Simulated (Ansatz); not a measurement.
**How K2CdSe2O6 absorbs and reflects light**

Aim: the dielectric function of K2CdSe2O6, and the optical constants that follow from it.

Method: DFT, PBE, plane-wave PAW, default files, scalar-relativistic, independent-particle optical response without local fields, in Ansatz 0.2.0.

### Step 1. The starting structure

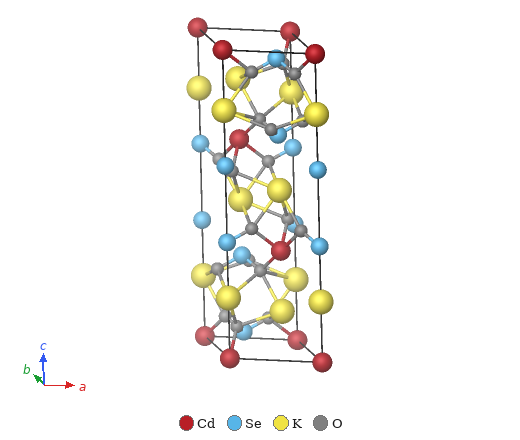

The starting structure, seen slightly off an axis (cadmium red, selenium blue, potassium yellow, oxygen grey). This picture shows the conventional cell, with its axes. Bonds to atoms that aren't drawn are left out. Some periodic images of atoms are drawn too.

Structure file:

```cif
data_structure
_symmetry_space_group_name_H-M 'R-3m:H'
_symmetry_Int_Tables_number 166
_cell_length_a 5.6975
_cell_length_b 5.6975
_cell_length_c 18.9486
_cell_angle_alpha 90.000
_cell_angle_beta 90.000
_cell_angle_gamma 120.000
_cell_volume 532.69
loop_
_atom_site_label
_atom_site_type_symbol
_atom_site_symmetry_multiplicity
_atom_site_Wyckoff_symbol
_atom_site_fract_x
_atom_site_fract_y
_atom_site_fract_z
_atom_site_occupancy
Cd1 Cd 3 a 0.00000 0.00000 0.00000 1
Se1 Se 6 c 0.66667 0.33333 0.70937 1
K1 K 6 c 0.33333 0.66667 0.86274 1
O1 O 18 h 0.51143 0.02287 0.74661 1
```

### Step 2. Ground state and bands

First the ground state: is it a metal or has it a gap?

This step: DFT, PBE, plane-wave PAW, default files, scalar-relativistic, ground state (Ansatz 0.2.0).

The input, input.yaml:

```yaml
crystal:
  lattice:
    - [2.84875, 1.6447265794, 6.3162]
    - [-2.84875, 1.6447265794, 6.3162]
    - [0.0, -3.2894531587, 6.3162]
  atoms:
    - { symbol: Cd, position: [0.0, 0.0, 0.0] }
    - { symbol: Se, position: [0.3760333333, 0.3760333333, 0.3760333333] }
    - { symbol: Se, position: [0.6239666667, 0.6239666667, 0.6239666667] }
    - { symbol: K, position: [0.1960733333, 0.1960733333, 0.1960733333] }
    - { symbol: K, position: [0.8039266667, 0.8039266667, 0.8039266667] }
    - { symbol: O, position: [0.25804, 0.25804, 0.72374] }
    - { symbol: O, position: [0.72374, 0.25804, 0.25804] }
    - { symbol: O, position: [0.25804, 0.72374, 0.25804] }
    - { symbol: O, position: [0.27626, 0.74196, 0.74196] }
    - { symbol: O, position: [0.74196, 0.74196, 0.27626] }
    - { symbol: O, position: [0.74196, 0.27626, 0.74196] }
kpoints:
  mp_grid: { grid: [5, 5, 5] }
  band_path:
    path:
      - [[0.0, 0.0, 0.0], [0.5, 0.0, 0.0], [0.5, 0.21187145, -0.21187145]]
      - [[0.78812855, 0.5, 0.21187145], [0.5, 0.5, 0.5], [0.0, 0.0, 0.0], [0.35593573, 0.0, -0.35593573]]
      - [[0.64406427, 0.35593573, 0.0], [0.5, 0.5, 0.0], [0.64406427, 0.64406427, 0.21187145], [0.5, 0.5, 0.5]]
      - [[0.5, 0.0, 0.0], [0.78812855, 0.35593573, 0.35593573]]
    npoints: 6
scf:
  occupations: { method: fermi_dirac, width: 0.05 }
  n_extra_bands: 15
hamiltonian:
  xc: pbe
  pseudopotentials: { kind: paw }
output:
  forces: true
  stress: true
  populations: true
  write_bands: true
```

Started as:

```console
$ ansatz run input.yaml --threads 4 --pin off --max-ram 8192MiB --backend cpu --events-out ev --progress --plain --runs-dir out
```

Numbers of over 12 decimals in the logs are rounded to 6 here.

What it wrote:

```text
scf.n_extra_bands = 15 over 53 filled bands (N_el = 106.0): the run solves 68 bands
Engine: ansatz 0.2.0, aarch64-unknown-linux-gnu
Pseudopotentials: kind: paw
Pseudopotential: Cd, paw, valence charge 20, recommended cutoff 420 eV (normal), Cd.paw.azcp
Pseudopotential: Se, paw, valence charge 16, recommended cutoff 420 eV (normal), Se.paw.azcp
Pseudopotential: K, paw, valence charge 9, recommended cutoff 420 eV (normal), K.paw.azcp
Pseudopotential: O, paw, valence charge 6, recommended cutoff 420 eV (normal), O.paw.azcp
Functional definition: PBE
  parameter kappa = 0.804
  parameter beta = 0.066725
  exchange = pbe_x(kappa = kappa, mu = beta*pi^2/3)
  correlation = pbe_c(beta = beta)
Crystal: 11 atoms, lattice volume = 177.564 Å³
Basis set: ecut = 420 eV, 3465 PW (Γ), exchange–correlation on 96×96×96 points (8 copies of the dense FFT grid, shifted against one another)
Bands: 68, of which v1, the nominal top of the filled ones, is band 53 counted from 1 (52 counted from 0)
Symmetry: 12 space group operations
Space group: R-3m (ITA 166), of the structure as read, at distance tolerance 5.6e-5 Å
k-points: 19 of 125
Non-local potential: Cd, projectors of the file, l = 0: 3, l = 1: 2, l = 2: 2, l = 3: 1
Non-local potential: Se, projectors of the file, l = 0: 2, l = 1: 2, l = 2: 3, l = 3: 1
Non-local potential: K, projectors of the file, l = 0: 3, l = 1: 2, l = 2: 2
Non-local potential: O, projectors of the file, l = 0: 2, l = 1: 2, l = 2: 1
PAW form: soft (Blöchl's): semilocal exchange-correlation on the pseudo side does not see the compensation charge
PAW one-centre angular grid: Cd, 590 points (default); XC on 64 Gauss nodes
PAW one-centre angular grid: Se, 590 points (default); XC on 64 Gauss nodes
PAW one-centre angular grid: K, 110 points (default); XC on 64 Gauss nodes
PAW one-centre angular grid: O, 110 points (default); XC on 64 Gauss nodes
Initial density: superposition of atomic densities (neutral atoms: chi_scale 0, normalization atom), corrected by the library's trained network
Initial wavefunctions: pseudopotential atomic-orbital guess
Functional: x = pbe(κ = 0.804, μ = 0.219515), c = pbe(β = 0.066725)
SCF iter   1: F=—  HF=-25671.833399 eV  |F-HF|=—  |Δ(HF+E_count)|=         —  Δρ=1.38e-3  dr2=1.42e-3  ethr=1.77e-3  ⟨swp⟩=6.3  Hψ=5393  notcnv=0  defer=58
preconditioner: auto → Resta (q_TF=auto, 2.504 Å⁻¹)  ε∞=3.6  [insulator: Δε(μ)=3.847 eV  Ē_g=14.964 eV  σ=0.050 eV  W_gap=1.00  n_scr=46 (ndim 8)  ℏωp=24.0 eV  f_vac=0.079  D(μ)=0.00/eV (n_scr^D=0)  ε∞_Penn≈3.6]
SCF iter   2: F=—  HF=-25671.836741 eV  |F-HF|=—  |Δ(HF+E_count)|=   3.34e-3  Δρ=7.09e-4  dr2=4.07e-4  ethr=1.34e-6  ⟨swp⟩=2.4  Hψ=2565  notcnv=0  defer=125
SCF iter   3: F=—  HF=-25671.837746 eV  |F-HF|=—  |Δ(HF+E_count)|=   1.00e-3  Δρ=1.36e-4  dr2=3.05e-5  ethr=3.84e-7  ⟨swp⟩=2.0  Hψ=1843  notcnv=0  defer=125
SCF iter   4: F=—  HF=-25671.837887 eV  |F-HF|=—  |Δ(HF+E_count)|=   1.41e-4  Δρ=5.42e-5  dr2=5.50e-6  ethr=2.88e-8  ⟨swp⟩=2.0  Hψ=1492  notcnv=0  defer=125
SCF iter   5: F=—  HF=-25671.837891 eV  |F-HF|=—  |Δ(HF+E_count)|=   4.27e-6  Δρ=3.92e-5  dr2=2.36e-6  ethr=5.19e-9  ⟨swp⟩=2.0  Hψ=1834  notcnv=0  defer=125
SCF iter   6: F=—  HF=-25671.837891 eV  |F-HF|=—  |Δ(HF+E_count)|=   3.87e-7  Δρ=9.74e-6  dr2=1.33e-7  ethr=2.23e-9  ⟨swp⟩=2.0  Hψ=1807  notcnv=0  defer=125
SCF iter   7: F=-25671.837891 eV  HF=-25671.837891 eV  |F-HF|=3.32e-9  |Δ(HF+E_count)|=   1.08e-7  Δρ=3.12e-6  dr2=1.55e-8  ethr=9.43e-11  ⟨swp⟩=10.1  Hψ=5705  notcnv=0
SCF 1 converged in 7 iterations: F = -25671.837891 eV  dr2 = 1.55e-8
  greatest PAW one-centre occupation: 1.000 electrons in one spin orbital (limit 2), on the Cd atom at site 0 (counted from 0), in its partial waves of l = 1
NSCF: frozen V_eff on 58 k-points
SCF converged after 7 iterations
Free energy (F): -25671.837891 eV
Harris-Foulkes:  -25671.837891 eV  (|F-HF|=3.32e-9)
Internal energy: -25671.837891 eV  (E = F + TS)
E sigma→0 (E₀):  -25671.837891 eV
Fermi energy:    7.770509 eV
--- Per-component energies (eV) ---
  E_band       = -1584.979467
  E_kinetic    = 2303.247014
  E_local      = -13306.568521  (includes V_loc(G=0)·N_el)
  E_nonlocal   = -825.418738
  E_hartree    = 5976.041903
  E_xc         = -1097.628904
  E_vxc        = -1312.148012  (∫ρ·V_xc dr)
  E_paw        = -10430.765484  (= ΣΔE_a)
  E_vpaw       = -396.192373  (= ΣTr[D̂ρ^β])
  E_aug_tail   = 0.013704  (compensation charges beyond the density's cutoff)
  E_ewald      = -8290.758865
  E_smearing   = -0.000000  (= −TS)
  E_closure    = 0.000000  (closes the sum)
  Σ components = -25671.837891   (vs F -25671.837891, Δ=0.00e0)
--- Forces (eV/Å), atoms counted from 1 ---
  atom   1  Cd     0.00000000     0.00000000     0.00000000
  atom   2  Se     0.00000000    -0.00000000    -1.38029725
  atom   3  Se     0.00000000     0.00000000     1.38029725
  atom   4  K      0.00000000     0.00000000     0.03175899
  atom   5  K      0.00000000    -0.00000000    -0.03175899
  atom   6  O      0.00000000    -0.86943128     0.56342089
  atom   7  O      0.75294957     0.43471564     0.56342089
  atom   8  O     -0.75294957     0.43471564     0.56342089
  atom   9  O     -0.75294957    -0.43471564    -0.56342089
  atom  10  O      0.00000000     0.86943128    -0.56342089
  atom  11  O      0.75294957    -0.43471564    -0.56342089
  max |Σ_I F_I| component: 3.33e-16 eV/Å
--- Stress (GPa, compression-positive) ---
        5.972179       0.000000       0.000000
        0.000000       5.972179      -0.000000
       -0.000000      -0.000000       3.967195
  P = ⅓ Tr σ = 5.3039 GPa (53.039 kbar)
--- Band table (eV; the first three rows and the last of 19) ---
  k-point 0: bands = [... 49 lower, 5.3808, 5.3808, 5.4074, 5.4239, 9.6100, 10.5252, 10.5252, 11.1875, ... 11 higher]
  k-point 1: bands = [... 49 lower, 5.1551, 5.2523, 5.3933, 5.5809, 9.9852, 10.5230, 10.5935, 11.6072, ... 11 higher]
  k-point 2: bands = [... 49 lower, 5.0848, 5.2668, 5.3945, 5.7198, 10.3016, 10.5736, 11.2755, 12.0608, ... 11 higher]
  k-point 18: bands = [... 49 lower, 5.2245, 5.2692, 5.3391, 5.5741, 10.2815, 10.7190, 10.7752, 11.1513, ... 11 higher]
--- Löwdin populations: 11 sites ---
  site symbol       q [e]
     0     Cd     18.5286
     1     Se     14.4577
     2     Se     14.4577
     3      K      8.2509
     4      K      8.2509
     5      O      6.8781
     6      O      6.8781
     7      O      6.8781
     8      O      6.8781
     9      O      6.8781
    10      O      6.8781
  spilling = 0.007410 (of n_electrons = 106.000000)
```

Elapsed: 6.3 s, on 4 threads of Arm Neoverse V2, shared host; peak memory 0.84 GiB.

In the SCF lines HF is the Harris–Foulkes energy and dr2 the Hartree energy of the density residual, in eV; the loop may stop once dr2 is under the threshold and the program's other checks hold. Hψ counts applications of the Hamiltonian.

This step gave:

```
free energy                  : -25671.8379 eV
Fermi energy                 : 7.771 eV
gap by band count            : 3.855 eV
electrons                    : 106
symmetry operations          : 12
pressure                     : 5.304 GPa
gap on the k-mesh            : 3.855 eV
volume                       : 177.6 Å³
gap on the path              : 3.847 eV
least direct gap on the path : 4.186 eV
```

There is a gap, 3.85 eV on the path, so no carriers' term is needed. The cell is left with a pressure of 5.3 GPa and forces up to 1.38 eV/Å, as it stands unrelaxed at this level.

Electronic bands along the path, in eV, zero at the Fermi level; v1 is the highest filled band, c1 the lowest empty one:

```
    point     v4     v3     v2     v1    c1    c2    c3    c4
        Γ  -2.39  -2.39  -2.36  -2.35  1.84  2.75  2.75  3.42
        L  -2.70  -2.48  -2.38  -2.03  2.58  2.82  3.62  4.43
       B1  -2.78  -2.72  -2.37  -2.02  2.42  3.46  3.79  4.46
jump to B  -2.78  -2.72  -2.37  -2.02  2.42  3.46  3.79  4.46
        Z  -2.49  -2.48  -2.39  -2.27  2.19  2.77  2.94  2.94
        Γ  -2.39  -2.39  -2.36  -2.35  1.84  2.75  2.75  3.42
        X  -2.79  -2.74  -2.37  -2.01  2.39  3.53  3.75  4.48
jump to Q  -2.79  -2.74  -2.37  -2.01  2.39  3.53  3.75  4.48
        F  -2.71  -2.37  -2.31  -2.09  2.53  2.98  3.68  4.37
       P1  -2.70  -2.39  -2.34  -2.08  2.59  2.95  3.64  4.35
        Z  -2.49  -2.48  -2.39  -2.27  2.19  2.77  2.94  2.94
jump to L  -2.70  -2.48  -2.38  -2.03  2.58  2.82  3.62  4.43
        P  -2.70  -2.39  -2.34  -2.08  2.59  2.95  3.64  4.35
```

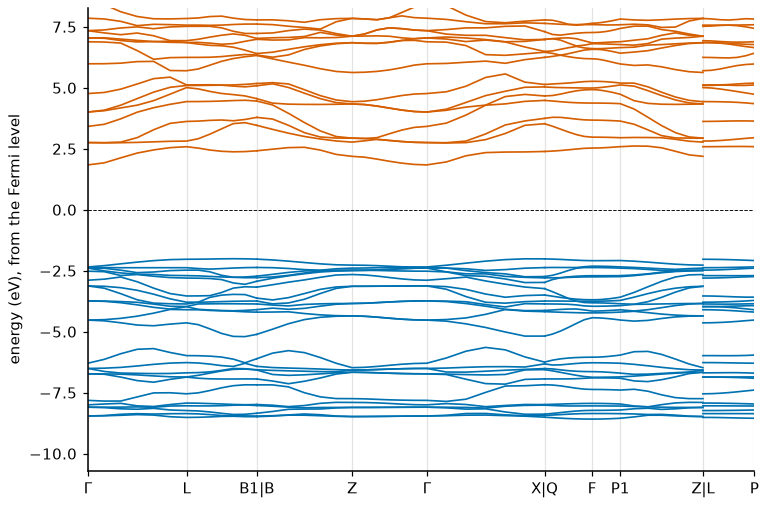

Electronic bands along the path; lines of filled and empty bands in two colours.

### Step 3. Spectrum

The spectrum is a sum over vertical transitions between filled and empty bands at the fixed density, so many empty bands are needed.

This step: DFT, PBE, plane-wave PAW, default files, scalar-relativistic, independent-particle optical response without local fields (Ansatz 0.2.0).

input.yaml, the sections that differ from step 2:

```yaml
kpoints:
  mp_grid: { grid: [5, 5, 5] }
scf:
  occupations: { method: fixed }
output:
  optics:
    e_range: [0, 14]
    de: 0.05
    sigma: 0.1
    nscf_kmesh: { grid: [6, 6, 6] }
    bands: { spectra_wanted_up_to: 14 }
# crystal, hamiltonian: as in step 2
```

What it wrote:

```text
[...]
Crystal: 11 atoms, lattice volume = 177.564 Å³
Basis set: ecut = 420 eV, 3465 PW (Γ)
Bands: 64, of which v1, the nominal top of the filled ones, is band 53 counted from 1 (52 counted from 0)
Symmetry: 12 space group operations
[...]
k-points: 19 of 125
[...]
SCF iter   1: F=—  HF=-25671.834165 eV  |F-HF|=—  |Δ(HF+E_count)|=         —  Δρ=1.36e-3  dr2=1.41e-3  ethr=1.77e-3  ⟨swp⟩=4.5  Hψ=4389  notcnv=0  defer=158
[...]
SCF iter  10: F=-25671.838115 eV  HF=-25671.838115 eV  |F-HF|=1.09e-11  |Δ(HF+E_count)|=  1.09e-11  Δρ=5.60e-8  dr2=4.57e-12  ethr=1.00e-12  ⟨swp⟩=10.5  Hψ=5643  notcnv=0
SCF 1 converged in 10 iterations: F = -25671.838115 eV  dr2 = 4.57e-12
[...]
NSCF: frozen V_eff on 32 k-points
[...]
output.optics: what the bands over the 107 summed would add to eps1, eps2 and the energy-loss function is held between a lower and an upper bound (9 Lanczos steps). eps1, eps2 and their loss function (loss_summed_bands) are given on every row as the summed bands alone make them. Along an axis, on a row where the two bounds hold the loss function to about 1 % of the greater of itself and 0.5 % of |1/eps|, its cell (loss_completed) is given, with the completed eps1 and eps2 that it is formed of (a cell that is left empty reads nan in the table and null in the record). The two bounds hold it so along every axis on all 281 rows up to 14.000 eV. [rest of the remark cut]
SCF converged after 10 iterations
Free energy (F): -25671.838115 eV
[...]
Internal energy: -25671.838115 eV  (E = F + TS)
E sigma→0 (E₀):  -25671.838115 eV
Fermi energy:    5.755094 eV
[...]
--- Band table (eV; the first three rows and the last of 19) ---
  k-point 0: bands = [... 49 lower, 5.3808, 5.3808, 5.4074, 5.4239, 9.6100, 10.5253, 10.5253, 11.1876, ... 7 higher]
  k-point 1: bands = [... 49 lower, 5.1551, 5.2523, 5.3933, 5.5809, 9.9852, 10.5231, 10.5935, 11.6073, ... 7 higher]
  k-point 2: bands = [... 49 lower, 5.0848, 5.2668, 5.3945, 5.7198, 10.3017, 10.5736, 11.2755, 12.0608, ... 7 higher]
  k-point 18: bands = [... 49 lower, 5.2245, 5.2692, 5.3391, 5.5741, 10.2814, 10.7190, 10.7753, 11.1514, ... 7 higher]
```

Elapsed: 94 s, on 4 threads; peak memory 2.4 GiB.

Numbers from this step:

* electronic dielectric constant ε∞, mean over x, y and z (by symmetry where fewer were run): 3.573
* absorption onset, first axis (α over 10⁴ cm⁻¹, or the direct gap if that lies higher): 4.271 eV
* main peak of Im epsilon, first axis: 7.276 eV
* least direct gap on the mesh: 4.186 eV
* bands summed: 107
* spectra valid up to: 22.36 eV
* program's estimate of the k-sum error in Im epsilon: 0.11 %
* electrons in the f-sum: 45.30

The Im ε has structure finer than the step of the table below, so its rows give means over 1 eV, whole bins alone (the curve runs from 0 to 14 eV). Peaks (eV: height): E ∥ x or y 4.5: 1.35, 5.2: 5.11, 7.3: 5.35, 8.8: 4.08, 9.9: 2.98, 11.0: 3.00; E ∥ z 6.0: 3.51, 8.1: 3.20, 9.6: 5.48, 11.7: 3.42.

Im ε against photon energy; means over each step:

```
photon energy (eV)  E ∥ x or y   E ∥ z
                 3           0       0
                 4       0.182  0.0758
                 5        3.08   0.919
                 6        3.41    2.42
                 7        4.20    1.59
                 8        2.66    1.69
                 9        3.28    2.22
                10        2.48    4.56
                11        2.76    2.80
                12        1.96    2.36
                13        1.23    1.42
```

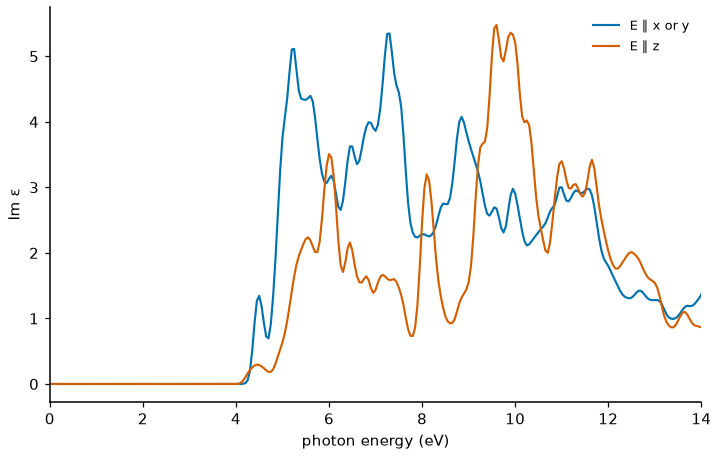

Im ε against photon energy.

Table of Re ε by photon energy:

```
photon energy (eV)  E ∥ x or y    E ∥ z
                 0        3.79     3.15
                 1        3.83     3.17
                 2        3.99     3.26
                 3        4.34     3.45
                 4        5.28     3.89
                 5        7.40     5.03
                 6        3.54     3.62
                 7        3.41     3.11
                 8        1.86     4.61
                 9        1.36     4.87
                10        1.07     1.18
                11        1.18     1.29
                12      0.0649  -0.0381
                13       0.782    0.192
                14        1.67     1.07
```

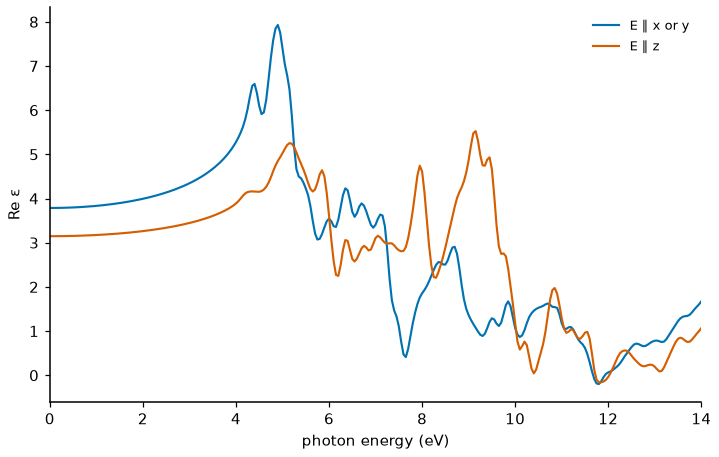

Re ε, plotted against photon energy.

Values under 1 per cm are given as 1. Table of absorption coefficient by photon energy:

```
photon energy (eV)  E ∥ x or y (1/cm)  E ∥ z (1/cm)
              0.00                  1             1
              1.00                  1             1
              2.00                  1             1
              3.00                  1             1
              4.00                  1          54.1
              5.00              3.4e5         71800
              6.00              4.7e5         5.1e5
              7.00              6.6e5         2.8e5
              8.00              6.0e5         4.5e5
              9.00              1.0e6         3.2e5
             10.00              1.0e6         1.5e6
             11.00              1.1e6         1.2e6
             12.00              1.1e6         1.2e6
             13.00              7.9e5         1.1e6
             14.00              7.0e5         5.5e5
```

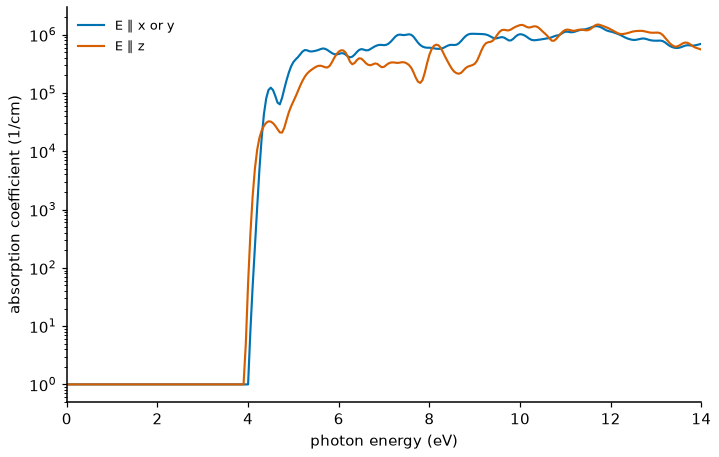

Absorption coefficient against photon energy.

The reflectivity at normal incidence has structure finer than the step of the table below, so its rows give means over 1 eV, whole bins alone (the curve runs from 0 to 14 eV). Peaks (eV: height): E ∥ x or y 5.2: 25.4, 7.3: 25.9, 8.9: 21.1, 10.0: 17.3, 11.8: 23.8; E ∥ z 6.0: 18.4, 8.1: 17.4, 10.1: 27.5, 11.8: 24.9, 12.7: 16.6.

Reflectivity at normal incidence against photon energy; means over each step:

```
photon energy (eV)  E ∥ x or y (%)  E ∥ z (%)
                 1            10.5       7.91
                 2            11.1       8.27
                 3            12.4       9.02
                 4            16.0       10.8
                 5            22.5       14.5
                 6            18.1       14.6
                 7            21.3       10.1
                 8            15.1       11.7
                 9            18.2       15.9
                10            14.2       25.0
                11            16.1       16.7
                12            17.7       18.9
                13            7.51       13.4
```

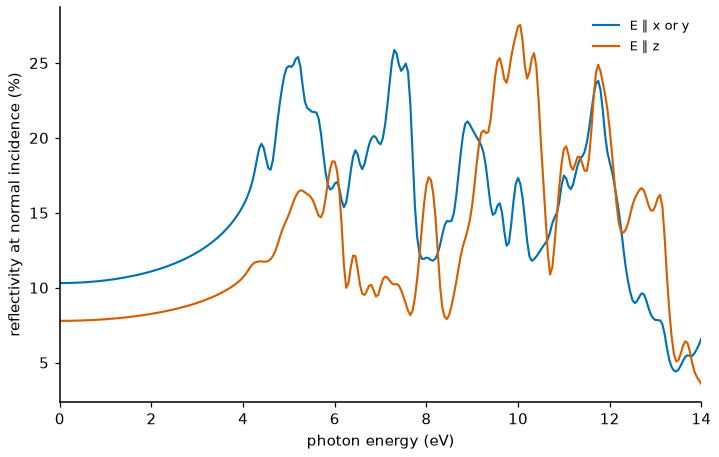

Reflectivity at normal incidence against photon energy.

Table of refractive index n and extinction k by photon energy:

```
photon energy (eV)  n, E ∥ x or y  k, E ∥ x or y  n, E ∥ z  k, E ∥ z
                 0           1.95              0      1.77         0
                 2           2.00              0      1.81         0
                 4           2.30         2.4e-6      1.97    1.3e-4
                 6           2.03          0.769      2.08     0.843
                 8           1.55          0.738      2.22     0.557
                10           1.44           1.01      1.81      1.44
                12          0.966          0.932     0.999      1.02
                14           1.38          0.494      1.10     0.391
```

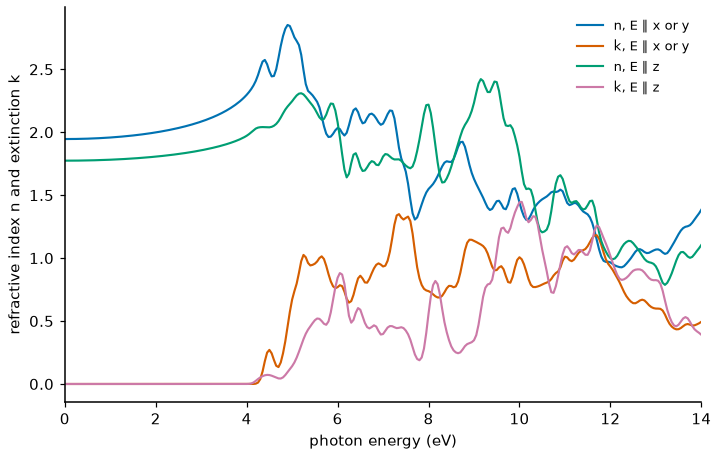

Refractive index n and extinction k against photon energy.

From ε follow the optical constants at some laser and lamp lines:

```
wavelength (nm)  n xy   k xy  R (%) xy     1/α xy   n z    k z  R (%) z      1/α z
           1550  1.95  0.000      10.4  over 1 mm  1.78  0.000      7.9  over 1 mm
            633  2.00  0.000      11.1  over 1 mm  1.80  0.000      8.2  over 1 mm
            532  2.02  0.000      11.4  over 1 mm  1.82  0.000      8.4  over 1 mm
            450  2.06  0.000      12.0  over 1 mm  1.84  0.000      8.8  over 1 mm
            365  2.14  0.000      13.2  over 1 mm  1.89  0.000      9.5  over 1 mm
            248  2.80  0.670      24.8      29 nm  2.25  0.141     14.9     140 nm
            193  2.18  0.807      18.9      19 nm  1.81  0.584     12.1      26 nm
```

Rows near the edge hang on the gap, which this functional as a rule makes too small, and phonon-assisted absorption is left out.

Through 1 µm of it, D65 light comes out colourless (x = 0.314, y = 0.330; 81 % transmitted).

At 1064 nm the birefringence n(z) − n(x) is -0.178: the crystal is uniaxial negative at this level.

The f-sum over the summed bands holds 45.3 of the cell's 106 electrons outside the frozen cores, 56 of which lie in bands more than 12 eV below the Fermi level, whose transitions come at higher energies. Up to 14 eV the strength has a mean oscillator energy of 8.1 eV, and these transitions give 76 % of ε∞ − 1 along x; the rest comes from higher ones.

(Continued in part 2 of 2.)

[Logs are printed without paths, hosts, clocks, repeated set-up lines and the standing remarks that a program may print on its own settings, such as how far it seeks lower states.]

[Hosts, paths, dates, database ids (printed as entryN), source tags and the programs' standing remarks are cut or masked in the printed files.]
